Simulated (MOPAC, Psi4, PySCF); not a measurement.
Two rigid molecules brought together: H2O ··· HBr (SMILES O and Br). Monomers: optimised at B3LYP-D3(BJ) (def2-TZVP), held rigid. Orientation: a higher rigid-body minimum at GFN2-xTB. R is the distance of the centres of mass, along which the second monomer moves.

Geometry at R = 3.40 Å (first 3 atoms: monomer A):
```
5

O     -0.0006     0.3896     0.0000
H     -0.7647    -0.1959     0.0000
H      0.7653    -0.1937     0.0000
Br     3.0495     1.6418    -0.7721
H      1.6354     1.7591    -0.6421
```

Levels of theory: RKS-B3LYP/6-31G* = restricted B3LYP/6-31G*, spherical d, no counterpoise correction (PySCF 2.14.0); wB97X-V/def2-TZVP, counterpoise-corrected (Psi4); PM3, restricted, heats of formation (MOPAC); RKS-BP86/6-31G* = restricted BP86/6-31G*, spherical d, no counterpoise correction (PySCF); HF/aug-cc-pVTZ, counterpoise-corrected (Psi4).

Interaction energies in kcal/mol (negative: bound); R is the distance of the centres of mass, d the O1···H5 distance.

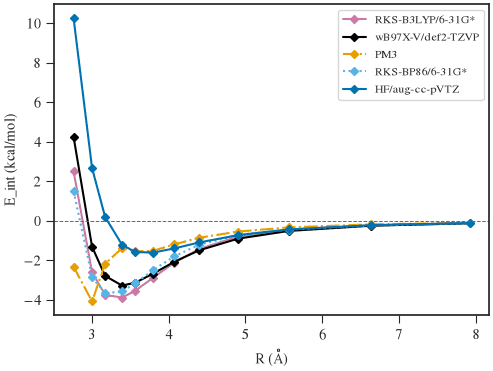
Figure: Interaction energy against separation.

| R / Å | d / Å | RKS-B3LYP/6-31G* | wB97X-V/def2-TZVP | PM3 | RKS-BP86/6-31G* | HF/aug-cc-pVTZ |
|---|---|---|---|---|---|---|
| 2.77 | 1.63 | 2.49 | 4.24 | -2.33 | 1.49 | 10.25 |
| 3.01 | 1.86 | -2.61 | -1.31 | -4.08 | -2.85 | 2.67 |
| 3.18 | 2.02 | -3.75 | -2.79 | -2.18 | -3.67 | 0.19 |
| 3.40 | 2.23 | -3.89 | -3.28 | -1.39 | -3.58 | -1.22 |
| 3.57 | 2.39 | -3.55 | -3.14 | -1.54 | -3.17 | -1.58 |
| 3.80 | 2.61 | -2.90 | -2.69 | -1.53 | -2.51 | -1.62 |
| 4.08 | 2.89 | -2.12 | -2.08 | -1.20 | -1.80 | -1.40 |
| 4.40 | 3.20 | -1.43 | -1.50 | -0.86 | -1.22 | -1.10 |
| 4.91 | 3.70 | -0.80 | -0.91 | -0.55 | -0.72 | -0.73 |
| 5.57 | 4.35 | -0.46 | -0.52 | -0.34 | -0.45 | -0.44 |
| 6.64 | 5.41 | -0.24 | -0.25 | -0.18 | -0.24 | -0.22 |
| 7.92 | 6.69 | -0.13 | -0.13 | -0.10 | -0.13 | -0.12 |

Lowest grid point: RKS-B3LYP/6-31G* -3.89 kcal/mol at R = 3.40 Å; wB97X-V/def2-TZVP -3.28 kcal/mol at R = 3.40 Å; PM3 -4.08 kcal/mol at R = 3.01 Å; RKS-BP86/6-31G* -3.67 kcal/mol at R = 3.18 Å; HF/aug-cc-pVTZ -1.62 kcal/mol at R = 3.80 Å.
